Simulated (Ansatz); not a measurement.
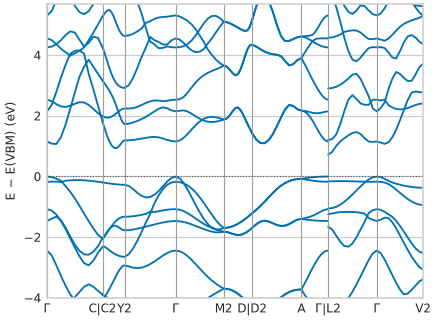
Figure: Band structure from PBE (plane waves, PAW; program Ansatz)

The gap is 0.68 eV; an edge lies off the plotted path or next to a special point (maximum off the standard path, minimum off the standard path).

The material is HgTe in space group C2/c (No. 15; Hg on 4a, Te on 4e).

The cell is a constructed one: a structure type filled with these elements; neither database checked (COD, Materials Project) lists it. It is not the phase usual at ambient conditions (space group No. 216). The PBE relaxation kept the symmetry of its start; whether a distortion lowers the energy is not shown. Spin–orbit coupling is left out wherever it is not named.

Potentials: the later of the program's two PAW sets.
